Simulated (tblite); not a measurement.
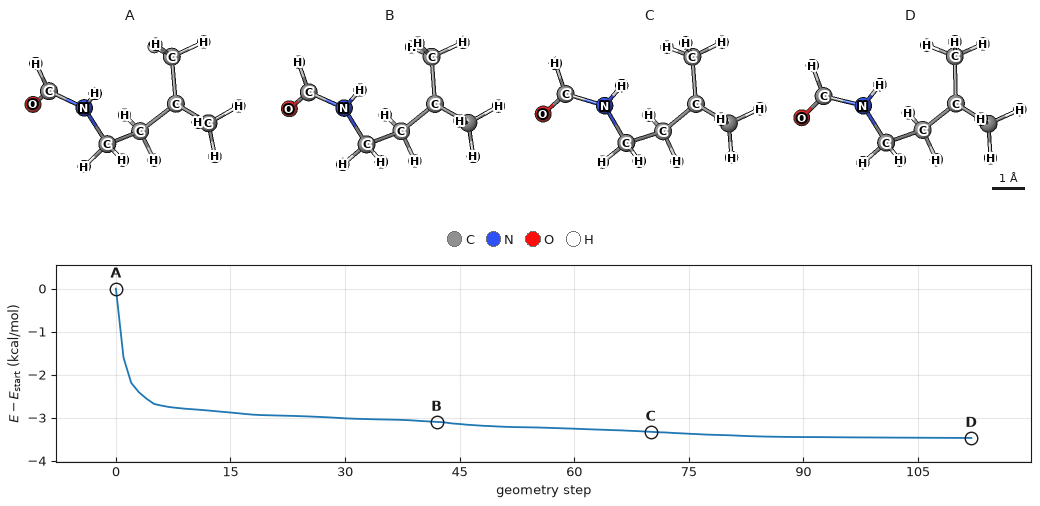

Frames of a relaxation of C$_{6}$H$_{12}$NO (multiplicity 2), marked on the history of the run. The picture is a ball-and-stick view, seen face on.

The calculation used tblite 0.8.0, GFN2-xTB geometry optimisation, gas phase. 

What happens along the run?

Over 112 geometry steps the energy falls by 3.47 kcal/mol. The largest move after the best rigid fit is that of the O atom, 0.66 Å. Largest moves by element: O 0.66 Å, H 0.63 Å, C 0.23 Å, N 0.19 Å. Near-neighbour distances that change, for instance: C–N 1.376 → 1.345 Å, C–C 1.523 → 1.553 Å, C–C 1.509 → 1.481 Å, C–O 1.231 → 1.206 Å. Among the angles between lasting bonds that change: H–C–H 104.7° → 108.5°, N–C–H 106.5° → 109.4°, C–C–H 110.6° → 107.7°. Groups turn about C–C by about 30°, C–N by about 25°. From step 0 to 42: an H atom moves most (0.27 Å), energy −3.09 kcal/mol. From step 42 to 70: the O atom moves most (0.32 Å), energy −0.23 kcal/mol. From step 70 to 112: an H atom moves most (0.29 Å), energy −0.14 kcal/mol.

```
step  E − E(0), kcal/mol
   0                0.00
   1               -1.60
   2               -2.19
   3               -2.40
   4               -2.55
   5               -2.68
   6               -2.72
   7               -2.75
   8               -2.77
   9               -2.79
  10               -2.80
  15               -2.88
  21               -2.95
  26               -2.97
  31               -3.02
  37               -3.05
  42               -3.09
  48               -3.18
  53               -3.22
  58               -3.24
  64               -3.28
  69               -3.32
  74               -3.36
  80               -3.40
  85               -3.44
  91               -3.45
  96               -3.45
 101               -3.46
 107               -3.46
 112               -3.47
```
